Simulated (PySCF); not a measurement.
**CH₈BNO: NMR shifts at several levels of theory**

Aim: compute the NMR shifts of CH₈BNO (`CO[BH2-][NH3+]`) at several levels, and see how far they spread and what each costs.

Programs: PySCF 2.14.0, with density-fitted response routines of our own. Each step states its level of theory. These are calculated values for one molecule in the gas phase, unless marked as measured. Atoms are numbered from 0 throughout.

### 1 The molecule as given

12 atoms, charge 0, multiplicity 1; geometry from: PBE0-D3(BJ)/def2-SVP.

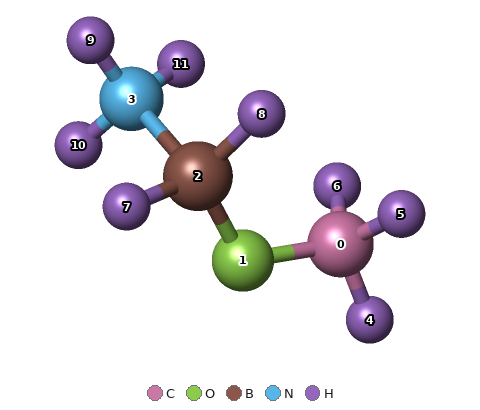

As it starts; carbon pink, oxygen green, boron brown, nitrogen blue, hydrogen purple, atoms numbered.

### 2 Shielding tensors: HF/pcSseg-2

What the job is given:

```
{"job": {"kind": "nmr", "xc": "HF", "basis": "pcSseg-2", "pop": false}, "charge": 0, "multiplicity": 1}
C      1.658219     0.471223     0.117041
O      0.800796    -0.141642    -0.781634
B     -0.297467    -0.890824    -0.271656
N     -1.538916     0.219808    -0.016094
H      2.529465     0.881602    -0.420799
H      2.031770    -0.228399     0.890348
H      1.192812     1.325420     0.661116
H     -0.787291    -1.640591    -1.109658
H     -0.139075    -1.399894     0.841666
H     -2.398615    -0.252935     0.263471
H     -1.712268     0.722631    -0.887540
H     -1.303183     0.905795     0.701981
```

Method: GIAO HF/pcSseg-2 NMR shielding, non-relativistic, gas phase.

The run is started by

```console
$ OMP_NUM_THREADS=1 python probes_run.py task.json out
```

The driver reads the jobs from task.json and runs them one after another.

Output:

```text
final grid: 87592 points
cycle   1  E = -196.5289904282  dE =  4.248e-01  |g| = 6.163e-01  |ddm| = 2.011e+00
cycle   2  E = -196.5992527491  dE = -7.026e-02  |g| = 3.627e-01  |ddm| = 5.470e-01
cycle   3  E = -196.6221940444  dE = -2.294e-02  |g| = 6.492e-02  |ddm| = 1.945e-01
cycle   4  E = -196.6233529366  dE = -1.159e-03  |g| = 1.307e-02  |ddm| = 5.920e-02
cycle   5  E = -196.6234060422  dE = -5.311e-05  |g| = 3.870e-03  |ddm| = 1.347e-02
cycle   6  E = -196.6234116282  dE = -5.586e-06  |g| = 9.983e-04  |ddm| = 4.819e-03
cycle   7  E = -196.6234121173  dE = -4.891e-07  |g| = 2.746e-04  |ddm| = 1.707e-03
cycle   8  E = -196.6234121548  dE = -3.754e-08  |g| = 9.250e-05  |ddm| = 4.354e-04
cycle   9  E = -196.6234121584  dE = -3.597e-09  |g| = 2.155e-05  |ddm| = 1.263e-04
cycle  10  E = -196.6234121587  dE = -2.606e-10  |g| = 4.951e-06  |ddm| = 3.925e-05
converged SCF energy = -196.6234121587

GIAO shielding tensors (ppm)
atom      isotropic    diamagn.    paramagn.     s11        s22        s33       span
  0 C      138.557     233.984     -95.427    108.026    122.592    185.051     77.025
  1 O      335.694     391.126     -55.431    273.311    351.255    382.517    109.206
  2 B      114.291     183.517     -69.226    106.197    108.673    128.002     21.805
  3 N      225.264     309.760     -84.496    206.674    226.178    242.941     36.267
  4 H       28.332      28.157       0.175     24.382     26.262     34.353      9.970
  5 H       28.596      28.998      -0.402     25.287     26.416     34.084      8.797
  6 H       28.901      31.037      -2.136     24.635     27.508     34.560      9.925
  7 H       28.884      29.581      -0.697     25.544     28.967     32.140      6.597
  8 H       28.965      30.555      -1.590     26.105     29.282     31.509      5.404
  9 H       29.374      28.512       0.862     24.070     24.350     39.704     15.633
 10 H       29.169      29.965      -0.796     23.854     25.261     38.391     14.537
 11 H       28.618      31.550      -2.932     22.353     26.126     37.375     15.023
```

Wall time 9.4 s (1 thread of Arm Neoverse V2, shared host); peak memory 1 GiB.

Shifts follow as δ = σ(reference) − σ, with reference shieldings (ppm) from runs at the same level and on the same kind of geometry: 1H TMS 31.68, 13C TMS 191.5, 15N NH3 260.7, 17O H2O 326.3, 11B BF3·OEt2 114.5. The references are single molecules in the gas phase, so shifts against H2O, NH3, PH3, H3PO4 or CFCl3 are not on the usual liquid scales and can be off by tens of ppm. Atoms listed in one row are averaged.

```csv
atoms,environment,σ (ppm),δ (ppm)
C0,methyl carbon bonded to O,138.6,52.9
"H4, H5, H6",hydrogen on a methyl carbon bonded to O,28.61,3.07
"H7, H8","hydrogen on a boron bonded to N, O",28.92,2.76
"H9, H10, H11",hydrogen on a donor nitrogen of a Lewis adduct,29.05,2.63
O1,"oxygen bonded to C, B",335.7,-9.4
B2,"boron bonded to N, O, 2 H",114.3,0.2
N3,donor nitrogen of a Lewis adduct,225.3,35.5
```

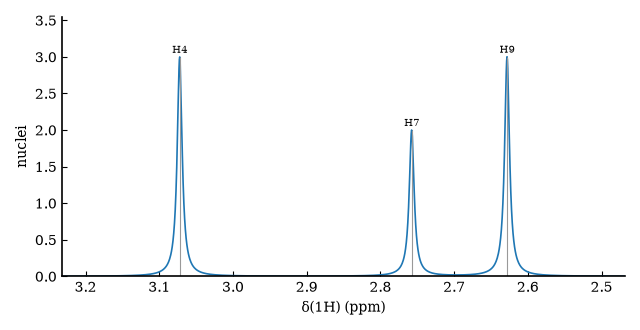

1H lines at the computed shifts, without couplings. Lines are broadened to a width of 0.01 ppm (Lorentzian).

### 3 Nuclear shieldings: LDA/pcSseg-2

Settings changed since step 2:

```diff
@@ -1,2 +1,2 @@
-{"job": {"kind": "nmr", "xc": "HF", "basis": "pcSseg-2", "pop": false}, "charge": 0, "multiplicity": 1}
+{"job": {"kind": "nmr", "xc": "LDA", "basis": "pcSseg-2", "pop": false}, "charge": 0, "multiplicity": 1}
 C      1.658219     0.471223     0.117041
```

Level: GIAO LDA/pcSseg-2 NMR shielding, non-relativistic, gas phase.

Output:

```text
coarse grid: 9280 points
cycle   1  E = -196.0203147460  dE =  2.042e-01  |g| = 8.423e-01  |ddm| = 2.145e+00
cycle   2  E = -193.7582539677  dE =  2.262e+00  |g| = 2.772e+00  |ddm| = 1.017e+01
cycle   3  E = -196.1500626420  dE = -2.392e+00  |g| = 3.726e-01  |ddm| = 1.008e+01
cycle   4  E = -196.1691054034  dE = -1.904e-02  |g| = 2.386e-01  |ddm| = 3.324e-01
cycle   5  E = -196.1802438796  dE = -1.114e-02  |g| = 5.339e-02  |ddm| = 1.599e-01
cycle   6  E = -196.1807905246  dE = -5.466e-04  |g| = 1.651e-02  |ddm| = 4.210e-02
cycle   7  E = -196.1808617995  dE = -7.127e-05  |g| = 4.299e-03  |ddm| = 1.504e-02
cycle   8  E = -196.1808653777  dE = -3.578e-06  |g| = 8.714e-04  |ddm| = 3.041e-03
final grid: 87592 points
cycle   9  E = -196.1763701719  dE = -1.253e-04  |g| = 5.815e-03  |ddm| = 3.492e-02
cycle  10  E = -196.1763541748  dE =  1.600e-05  |g| = 1.084e-02  |ddm| = 1.104e-02
cycle  11  E = -196.1763761929  dE = -2.202e-05  |g| = 1.324e-03  |ddm| = 8.078e-03
cycle  12  E = -196.1763764090  dE = -2.160e-07  |g| = 6.886e-04  |ddm| = 9.958e-04
cycle  13  E = -196.1763764989  dE = -8.989e-08  |g| = 6.913e-05  |ddm| = 3.360e-04
cycle  14  E = -196.1763764997  dE = -8.364e-10  |g| = 3.101e-05  |ddm| = 6.024e-05
converged SCF energy = -196.1763764997

GIAO shielding tensors (ppm)
atom      isotropic    diamagn.    paramagn.     s11        s22        s33       span
  0 C      118.511     240.418    -121.907     76.923     98.414    180.197    103.274
  1 O      295.676     389.458     -93.781    204.830    318.899    363.299    158.469
  2 B       94.864     188.719     -93.855     83.875     88.456    112.261     28.386
  3 N      218.447     310.535     -92.088    193.971    217.333    244.038     50.068
  4 H       26.839      28.333      -1.494     23.231     24.802     32.486      9.255
  5 H       27.258      28.569      -1.311     24.072     25.187     32.514      8.442
  6 H       27.104      30.101      -2.997     22.703     25.298     33.311     10.608
  7 H       27.346      29.158      -1.812     24.137     27.971     29.930      5.793
  8 H       27.399      29.492      -2.092     24.561     28.161     29.476      4.915
  9 H       28.758      28.696       0.062     23.533     24.565     38.176     14.643
 10 H       28.858      29.712      -0.854     24.263     24.808     37.504     13.240
 11 H       27.490      30.762      -3.272     20.677     25.712     36.080     15.402
```

Run time: 22 s. Hardware: 1 thread of Arm Neoverse V2, shared host; peak memory 0.76 GiB.

In short: δ C0 61.8, O1 38.7, B2 -3.9, N3 48.2, H4 3.70, H7 3.40 ppm (means over like atoms).

### 4 NMR shieldings: PBE/pcSseg-2

Settings changed since step 3:

```diff
@@ -1,2 +1,2 @@
-{"job": {"kind": "nmr", "xc": "LDA", "basis": "pcSseg-2", "pop": false}, "charge": 0, "multiplicity": 1}
+{"job": {"kind": "nmr", "xc": "PBE", "basis": "pcSseg-2", "pop": false}, "charge": 0, "multiplicity": 1}
 C      1.658219     0.471223     0.117041
```

With the program's defaults for keys left out, this is: GIAO PBE/pcSseg-2 NMR shielding, non-relativistic, gas phase.

Output:

```text
coarse grid: 9280 points
cycle   1  E = -197.4537747426  dE =  2.005e-01  |g| = 8.203e-01  |ddm| = 2.035e+00
cycle   2  E = -195.2071559549  dE =  2.247e+00  |g| = 2.728e+00  |ddm| = 1.125e+01
cycle   3  E = -197.5777655353  dE = -2.371e+00  |g| = 3.527e-01  |ddm| = 1.116e+01
cycle   4  E = -197.5946129565  dE = -1.685e-02  |g| = 2.296e-01  |ddm| = 3.220e-01
cycle   5  E = -197.6051305084  dE = -1.052e-02  |g| = 5.276e-02  |ddm| = 1.610e-01
cycle   6  E = -197.6056795129  dE = -5.490e-04  |g| = 1.458e-02  |ddm| = 4.101e-02
cycle   7  E = -197.6057346247  dE = -5.511e-05  |g| = 3.834e-03  |ddm| = 1.392e-02
cycle   8  E = -197.6057375804  dE = -2.956e-06  |g| = 7.673e-04  |ddm| = 2.855e-03
final grid: 87592 points
cycle   9  E = -197.6062763206  dE = -1.407e-04  |g| = 1.273e-02  |ddm| = 4.006e-02
cycle  10  E = -197.6062099508  dE =  6.637e-05  |g| = 2.239e-02  |ddm| = 1.709e-02
cycle  11  E = -197.6063082191  dE = -9.827e-05  |g| = 2.433e-03  |ddm| = 1.118e-02
cycle  12  E = -197.6063094277  dE = -1.209e-06  |g| = 7.229e-04  |ddm| = 2.667e-03
cycle  13  E = -197.6063095244  dE = -9.673e-08  |g| = 1.958e-04  |ddm| = 6.172e-04
cycle  14  E = -197.6063095322  dE = -7.806e-09  |g| = 5.091e-05  |ddm| = 1.306e-04
cycle  15  E = -197.6063095327  dE = -4.732e-10  |g| = 1.520e-05  |ddm| = 3.632e-05
converged SCF energy = -197.6063095327

GIAO shielding tensors (ppm)
atom      isotropic    diamagn.    paramagn.     s11        s22        s33       span
  0 C      118.514     239.768    -121.254     79.675     98.651    177.215     97.540
  1 O      288.989     389.235    -100.246    206.152    309.377    351.439    145.287
  2 B       96.431     188.992     -92.561     85.890     90.421    112.981     27.092
  3 N      214.445     309.127     -94.682    192.243    213.696    237.395     45.153
  4 H       27.352      28.336      -0.984     23.812     25.342     32.901      9.089
  5 H       27.703      28.855      -1.152     24.589     25.644     32.876      8.287
  6 H       27.596      30.613      -3.018     23.294     25.822     33.671     10.377
  7 H       27.881      29.585      -1.705     24.736     28.445     30.462      5.726
  8 H       27.915      30.275      -2.360     25.133     28.634     29.977      4.845
  9 H       29.125      28.716       0.409     24.065     25.071     38.237     14.172
 10 H       29.246      29.864      -0.618     24.816     25.391     37.531     12.715
 11 H       27.958      30.978      -3.020     21.443     26.208     36.223     14.780
```

Wall time 28 s (1 thread of Arm Neoverse V2, shared host); peak memory 0.74 GiB.

In short: δ C0 60.9, O1 38.9, B2 -3.7, N3 46.6, H4 3.63, H7 3.28 ppm (means over like atoms).

### 5 Nuclear shieldings: BLYP/pcSseg-2

Settings changed since step 4:

```diff
@@ -1,2 +1,2 @@
-{"job": {"kind": "nmr", "xc": "PBE", "basis": "pcSseg-2", "pop": false}, "charge": 0, "multiplicity": 1}
+{"job": {"kind": "nmr", "xc": "BLYP", "basis": "pcSseg-2", "pop": false}, "charge": 0, "multiplicity": 1}
 C      1.658219     0.471223     0.117041
```

With the program's defaults for keys left out, this is: GIAO BLYP/pcSseg-2 NMR shielding, non-relativistic, gas phase.

Output:

```text
coarse grid: 9280 points
cycle   1  E = -197.6125532513  dE =  2.069e-01  |g| = 8.828e-01  |ddm| = 2.026e+00
cycle   2  E = -195.0126764068  dE =  2.600e+00  |g| = 2.926e+00  |ddm| = 1.289e+01
cycle   3  E = -197.7480340451  dE = -2.735e+00  |g| = 3.794e-01  |ddm| = 1.281e+01
cycle   4  E = -197.7656699767  dE = -1.764e-02  |g| = 2.715e-01  |ddm| = 3.605e-01
cycle   5  E = -197.7799842407  dE = -1.431e-02  |g| = 5.429e-02  |ddm| = 1.780e-01
cycle   6  E = -197.7805813773  dE = -5.971e-04  |g| = 1.292e-02  |ddm| = 4.280e-02
cycle   7  E = -197.7806257250  dE = -4.435e-05  |g| = 4.027e-03  |ddm| = 1.424e-02
cycle   8  E = -197.7806291678  dE = -3.443e-06  |g| = 7.959e-04  |ddm| = 3.105e-03
final grid: 87592 points
cycle   9  E = -197.7848862493  dE = -1.344e-04  |g| = 8.401e-03  |ddm| = 3.780e-02
cycle  10  E = -197.7848584357  dE =  2.781e-05  |g| = 1.411e-02  |ddm| = 1.354e-02
cycle  11  E = -197.7849008633  dE = -4.243e-05  |g| = 1.017e-03  |ddm| = 9.456e-03
cycle  12  E = -197.7849009599  dE = -9.664e-08  |g| = 7.041e-04  |ddm| = 1.050e-03
cycle  13  E = -197.7849010475  dE = -8.763e-08  |g| = 1.397e-04  |ddm| = 4.522e-04
cycle  14  E = -197.7849010502  dE = -2.618e-09  |g| = 7.159e-05  |ddm| = 1.402e-04
cycle  15  E = -197.7849010512  dE = -1.077e-09  |g| = 8.938e-06  |ddm| = 5.096e-05
cycle  16  E = -197.7849010513  dE = -1.546e-11  |g| = 1.377e-06  |ddm| = 8.955e-06
converged SCF energy = -197.7849010513

GIAO shielding tensors (ppm)
atom      isotropic    diamagn.    paramagn.     s11        s22        s33       span
  0 C      113.776     236.788    -123.013     74.963     93.850    172.515     97.552
  1 O      282.350     389.124    -106.774    200.562    301.237    345.250    144.688
  2 B       93.822     185.953     -92.130     83.774     87.854    109.838     26.064
  3 N      209.457     307.079     -97.622    186.899    209.010    232.461     45.562
  4 H       27.500      28.684      -1.184     24.046     25.534     32.919      8.872
  5 H       27.853      28.813      -0.960     24.777     25.871     32.912      8.135
  6 H       27.747      30.374      -2.626     23.515     25.978     33.748     10.233
  7 H       28.160      29.681      -1.520     25.054     28.732     30.695      5.641
  8 H       28.177      30.017      -1.840     25.452     28.884     30.194      4.742
  9 H       29.275      29.025       0.250     24.368     25.375     38.081     13.713
 10 H       29.418      29.952      -0.533     25.125     25.721     37.409     12.284
 11 H       28.127      30.897      -2.770     21.785     26.456     36.139     14.355
```

Run time: 30 s. Hardware: 1 thread of Arm Neoverse V2, shared host; peak memory 0.74 GiB.

Key values: δ C0 61.2, O1 42.8, B2 -2.7, N3 48.1, H4 3.68, H7 3.21 ppm (means over like atoms).

### 6 Nuclear shieldings: BP86/pcSseg-2

Settings changed since step 5:

```diff
@@ -1,2 +1,2 @@
-{"job": {"kind": "nmr", "xc": "BLYP", "basis": "pcSseg-2", "pop": false}, "charge": 0, "multiplicity": 1}
+{"job": {"kind": "nmr", "xc": "BP86", "basis": "pcSseg-2", "pop": false}, "charge": 0, "multiplicity": 1}
 C      1.658219     0.471223     0.117041
```

Method: GIAO BP86/pcSseg-2 NMR shielding, non-relativistic, gas phase.

Output:

```text
coarse grid: 9280 points
cycle   1  E = -197.7086913891  dE =  2.026e-01  |g| = 8.279e-01  |ddm| = 2.028e+00
cycle   2  E = -195.6380469061  dE =  2.071e+00  |g| = 2.678e+00  |ddm| = 1.084e+01
cycle   3  E = -197.8342541513  dE = -2.196e+00  |g| = 3.397e-01  |ddm| = 1.076e+01
cycle   4  E = -197.8499041982  dE = -1.565e-02  |g| = 2.260e-01  |ddm| = 3.163e-01
cycle   5  E = -197.8599310021  dE = -1.003e-02  |g| = 4.983e-02  |ddm| = 1.464e-01
cycle   6  E = -197.8604221996  dE = -4.912e-04  |g| = 1.340e-02  |ddm| = 3.851e-02
cycle   7  E = -197.8604695208  dE = -4.732e-05  |g| = 3.778e-03  |ddm| = 1.284e-02
cycle   8  E = -197.8604719998  dE = -2.479e-06  |g| = 7.257e-04  |ddm| = 2.904e-03
final grid: 87592 points
cycle   9  E = -197.8618311312  dE = -1.443e-04  |g| = 6.377e-03  |ddm| = 3.954e-02
cycle  10  E = -197.8618179657  dE =  1.317e-05  |g| = 1.002e-02  |ddm| = 8.793e-03
cycle  11  E = -197.8618393971  dE = -2.143e-05  |g| = 1.006e-03  |ddm| = 5.553e-03
cycle  12  E = -197.8618395079  dE = -1.107e-07  |g| = 6.447e-04  |ddm| = 1.141e-03
cycle  13  E = -197.8618395944  dE = -8.650e-08  |g| = 1.366e-04  |ddm| = 5.533e-04
cycle  14  E = -197.8618395739  dE =  2.043e-08  |g| = 4.710e-05  |ddm| = 9.494e-05
cycle  15  E = -197.8618395743  dE = -4.092e-10  |g| = 1.098e-05  |ddm| = 2.834e-05
converged SCF energy = -197.8618395743

GIAO shielding tensors (ppm)
atom      isotropic    diamagn.    paramagn.     s11        s22        s33       span
  0 C      118.194     239.470    -121.275     79.729     98.527    176.328     96.599
  1 O      291.276     388.664     -97.388    210.535    311.440    351.852    141.316
  2 B       97.041     187.959     -90.918     86.423     90.800    113.900     27.477
  3 N      214.355     309.649     -95.294    192.885    213.458    236.721     43.835
  4 H       27.430      28.407      -0.977     23.894     25.405     32.989      9.095
  5 H       27.756      28.935      -1.179     24.647     25.687     32.934      8.286
  6 H       27.679      30.652      -2.973     23.422     25.892     33.723     10.301
  7 H       27.958      29.628      -1.670     24.810     28.517     30.547      5.736
  8 H       27.996      30.207      -2.210     25.196     28.709     30.085      4.889
  9 H       29.184      28.832       0.352     24.158     25.094     38.299     14.141
 10 H       29.275      29.955      -0.680     24.840     25.450     37.534     12.694
 11 H       28.074      31.070      -2.996     21.696     26.277     36.248     14.553
```

Wall time 29 s (1 thread of Arm Neoverse V2, shared host); peak memory 0.82 GiB.

This run: δ C0 61.0, O1 34.8, B2 -3.7, N3 44.9, H4 3.61, H7 3.26 ppm (means over like atoms).

### 7 Nuclear shieldings: OPBE/pcSseg-2

Settings changed since step 6:

```diff
@@ -1,2 +1,2 @@
-{"job": {"kind": "nmr", "xc": "BP86", "basis": "pcSseg-2", "pop": false}, "charge": 0, "multiplicity": 1}
+{"job": {"kind": "nmr", "xc": "OPBE", "basis": "pcSseg-2", "pop": false}, "charge": 0, "multiplicity": 1}
 C      1.658219     0.471223     0.117041
```

Level: GIAO OPBE/pcSseg-2 NMR shielding, non-relativistic, gas phase.

Output:

```text
coarse grid: 9280 points
cycle   1  E = -197.6250238130  dE =  1.764e-01  |g| = 7.608e-01  |ddm| = 2.053e+00
cycle   2  E = -195.5501566627  dE =  2.075e+00  |g| = 2.569e+00  |ddm| = 1.338e+01
cycle   3  E = -197.7405361427  dE = -2.190e+00  |g| = 3.031e-01  |ddm| = 1.329e+01
cycle   4  E = -197.7533677942  dE = -1.283e-02  |g| = 1.955e-01  |ddm| = 2.949e-01
cycle   5  E = -197.7613390070  dE = -7.971e-03  |g| = 4.778e-02  |ddm| = 1.516e-01
cycle   6  E = -197.7617856095  dE = -4.466e-04  |g| = 1.327e-02  |ddm| = 3.666e-02
cycle   7  E = -197.7618283893  dE = -4.278e-05  |g| = 3.677e-03  |ddm| = 1.220e-02
cycle   8  E = -197.7618311550  dE = -2.766e-06  |g| = 7.581e-04  |ddm| = 2.766e-03
final grid: 87592 points
cycle   9  E = -197.7568403276  dE = -2.542e-04  |g| = 2.029e-02  |ddm| = 5.789e-02
cycle  10  E = -197.7566803843  dE =  1.599e-04  |g| = 3.620e-02  |ddm| = 2.988e-02
cycle  11  E = -197.7569173133  dE = -2.369e-04  |g| = 4.238e-03  |ddm| = 2.103e-02
cycle  12  E = -197.7569219092  dE = -4.596e-06  |g| = 6.439e-04  |ddm| = 4.986e-03
cycle  13  E = -197.7569219939  dE = -8.468e-08  |g| = 2.321e-04  |ddm| = 7.135e-04
cycle  14  E = -197.7569220047  dE = -1.078e-08  |g| = 7.673e-05  |ddm| = 1.738e-04
cycle  15  E = -197.7569220059  dE = -1.211e-09  |g| = 1.520e-05  |ddm| = 5.524e-05
cycle  16  E = -197.7569220059  dE = -4.417e-11  |g| = 6.461e-06  |ddm| = 1.483e-05
converged SCF energy = -197.7569220059

GIAO shielding tensors (ppm)
atom      isotropic    diamagn.    paramagn.     s11        s22        s33       span
  0 C      125.300     243.306    -118.006     89.122    105.500    181.279     92.157
  1 O      295.732     391.172     -95.440    220.142    315.377    351.677    131.535
  2 B      101.658     193.960     -92.301     91.152     96.180    117.643     26.491
  3 N      219.067     311.013     -91.946    199.888    218.369    238.945     39.057
  4 H       27.546      27.775      -0.230     23.923     25.496     33.217      9.293
  5 H       27.815      29.008      -1.193     24.723     25.639     33.084      8.360
  6 H       27.784      31.299      -3.515     23.516     26.037     33.798     10.282
  7 H       27.951      29.829      -1.878     24.802     28.454     30.597      5.795
  8 H       28.001      31.586      -3.584     25.192     28.696     30.116      4.924
  9 H       29.130      28.099       1.030     23.983     24.903     38.503     14.520
 10 H       29.184      29.699      -0.514     24.607     25.273     37.673     13.066
 11 H       28.024      31.131      -3.107     21.499     26.119     36.454     14.954
```

It took 30 s on 1 thread of Arm Neoverse V2, shared host; peak memory 0.74 GiB.

This run: δ C0 59.1, O1 33.5, B2 -3.9, N3 43.8, H4 3.48, H7 3.22 ppm (means over like atoms).

[end of part 1 of 2]
